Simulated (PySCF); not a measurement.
# SnO (tin(ii) oxide): PBE0/STO-6G

Aim: the vertical singlet–triplet gap of SnO (tin(ii) oxide) at PBE0/STO-6G, from 2 runs. Input form: a Python script.

The results are computed with PySCF 2.14.0.

15 further runs of the same task are left out: 6 that didn't finish, 9 set aside as unsound or not needed.

## Step 1: The molecule

SnO: 2 atoms, total charge 0, spin state singlet. SMILES: `[O]=[Sn]`. The coordinates come from a PBE0-D4/def2-TZVP relaxation.

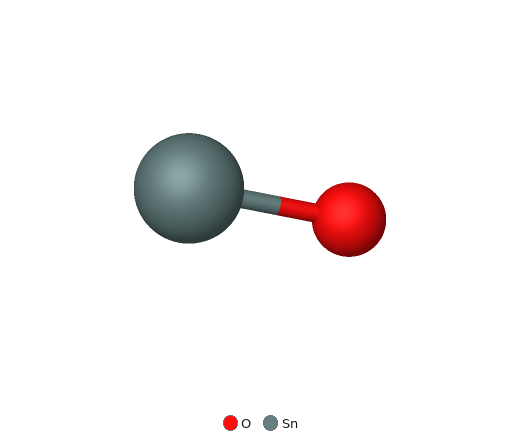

The structure, seen from a chosen angle (oxygen red, tin teal).

## Step 2: A single-point energy at PBE0/STO-6G

Input file job.py:

```python
from pyscf import gto, dft

mol = gto.M(
    atom='''
O      0.000000     0.000000    -0.013379
Sn     0.000000     0.000000     3.421652
''',
    verbose=3,
    basis='sto-6g',
    unit='bohr',
    spin=0,
    max_memory=1860,
)

mf = dft.RKS(mol)
mf.xc = 'pbe0'
mf.grids.level = 5
mf.conv_tol = 1e-10
mf.kernel()
if not mf.converged:
    mf = mf.newton().run(mf.mo_coeff, mf.mo_occ)

e_final = mf.e_tot
print('E = %.10f Eh' % e_final)
```

On the command line:

```sh
$ OMP_NUM_THREADS=1 python job.py
```

What it wrote:

```text
converged SCF energy = -6070.96736587338
E = -6070.9673658734 Eh
```

Wall time 4.5 s (1 thread of Arm Neoverse V1, shared host); peak memory 0.23 GiB.

## Step 3: The triplet

Input file input.py:

```python
from pyscf import gto, dft

system = gto.Mole()
system.atom = '''
O      0.000000     0.000000    -0.013379
Sn     0.000000     0.000000     3.421652
'''
system.verbose = 4
system.basis = 'sto-6g'
system.unit = 'bohr'
system.max_memory = 1860
system.spin = 2
system.build()

ks = dft.UKS(system, xc='pbe0')
ks.grids.level = 5
ks.conv_tol = 1e-10
ks.kernel()
if not ks.converged:
    ks = ks.newton().run(ks.mo_coeff, ks.mo_occ)

e_final = ks.e_tot
print('E = %.10f Eh' % e_final)
```

On the command line:

```sh
$ OMP_NUM_THREADS=1 python input.py
```

What it wrote:

```text
PySCF version 2.14.0

[INPUT] num. atoms = 2
[INPUT] num. electrons = 58
[INPUT] charge = 0
[INPUT] spin (= nelec alpha-beta = 2S) = 2
[INPUT] symmetry False subgroup None
[INPUT] Mole.unit = bohr
[INPUT] Symbol           X                Y                Z      unit          X                Y                Z       unit  Magmom
[INPUT]  1 O      0.000000000000   0.000000000000  -0.007079861905 AA    0.000000000000   0.000000000000  -0.013379000000 Bohr   0.0
[INPUT]  2 Sn     0.000000000000   0.000000000000   1.810660262099 AA    0.000000000000   0.000000000000   3.421652000000 Bohr   0.0

nuclear repulsion = 116.447275148317
number of shells = 14
number of NR pGTOs = 192
number of NR cGTOs = 32
basis = sto-6g
ecp = {}

******** <class 'pyscf.dft.uks.UKS'> ********
method = UKS
initial guess = minao
damping factor = 0
level_shift factor = 0
DIIS = <class 'pyscf.scf.diis.CDIIS'>
diis_start_cycle = 1
diis_space = 8
diis_damp = 0
SCF conv_tol = 1e-10
SCF conv_tol_grad = None
SCF max_cycles = 50
direct_scf = True
direct_scf_tol = 1e-13
number electrons alpha = 30  beta = 28
XC library pyscf.dft.libxc version 7.0.0
    S. Lehtola, C. Steigemann, M. J.T. Oliveira, and M. A.L. Marques.,  SoftwareX 7, 1–5 (2018)
XC functionals = pbe0
radial grids:
    Treutler-Ahlrichs [JCP 102, 346 (1995); DOI:10.1063/1.469408] (M4) radial grids

becke partition: Becke, JCP 88, 2547 (1988); DOI:10.1063/1.454033
pruning grids: <function nwchem_prune>
grids dens level: 5
symmetrized grids: False
atomic radii adjust function: <function treutler_atomic_radii_adjust>
small_rho_cutoff = 0
Set gradient conv threshold to 1e-05
tot grids = 89984
init E= -6056.92363578569

[... the frontier-level lines of each cycle are left out ...]



cycle= 1 E= -6070.68623532498  delta_E= -13.8  |g|= 0.413  |ddm|= 1.86


cycle= 2 E= -6068.43692437709  delta_E= 2.25  |g|= 1.45  |ddm|= 2.63


cycle= 3 E= -6070.85464500289  delta_E= -2.42  |g|= 0.032  |ddm|= 2.23


cycle= 4 E= -6070.85628404364  delta_E= -0.00164  |g|= 0.0175  |ddm|= 0.12


cycle= 5 E= -6070.85631141196  delta_E= -2.74e-05  |g|= 0.0255  |ddm|= 0.0563


cycle= 6 E= -6070.85652876475  delta_E= -0.000217  |g|= 0.0224  |ddm|= 0.0353


cycle= 7 E= -6070.85694714674  delta_E= -0.000418  |g|= 0.00694  |ddm|= 0.0502


cycle= 8 E= -6070.85699438887  delta_E= -4.72e-05  |g|= 0.00042  |ddm|= 0.0187


cycle= 9 E= -6070.85699548054  delta_E= -1.09e-06  |g|= 0.000363  |ddm|= 0.00342


cycle= 10 E= -6070.85699628189  delta_E= -8.01e-07  |g|= 0.00013  |ddm|= 0.00458


cycle= 11 E= -6070.85699635548  delta_E= -7.36e-08  |g|= 8.17e-06  |ddm|= 0.00169


cycle= 12 E= -6070.85699635595  delta_E= -4.68e-10  |g|= 2.46e-06  |ddm|= 0.000125


cycle= 13 E= -6070.85699635598  delta_E= -2.36e-11  |g|= 5.97e-07  |ddm|= 1.78e-05


Extra cycle  E= -6070.85699635597  delta_E= 1.82e-12  |g|= 1.94e-06  |ddm|= 4.25e-06
converged SCF energy = -6070.85699635597  <S^2> = 2.0084018  2S+1 = 3.005596
E = -6070.8569963560 Eh
```

Run time: 7.5 s. Hardware: 1 thread of Arm Neoverse V1, shared host; peak memory 0.23 GiB.

## Step 4: Summary of results

At PBE0/STO-6G:

| quantity | value |
| --- | --- |
| singlet: total energy | -6070.96737 Eh |
| singlet: dipole moment | 0.97 D |
| singlet: HOMO energy | -3.65 eV |
| singlet: LUMO energy | 1.91 eV |
| singlet: HOMO–LUMO gap | 5.56 eV |
| triplet: total energy | -6070.85700 Eh |
| triplet: dipole moment | 1.68 D |
| triplet: HOMO energy (highest over α and β) | -0.54 eV |
| triplet: ⟨S²⟩ | 2.008 |
| vertical energy of the triplet above the singlet | 3.003 eV |

**Reading.** At this shape the triplet lies 3.00 eV (69 kcal/mol) above the singlet. In a minimal basis such a difference can be off by several eV, whatever the method. Relativity is left out (singlet) although the molecule holds a heavy atom. Relativity is left out (triplet) although the molecule holds a heavy atom.
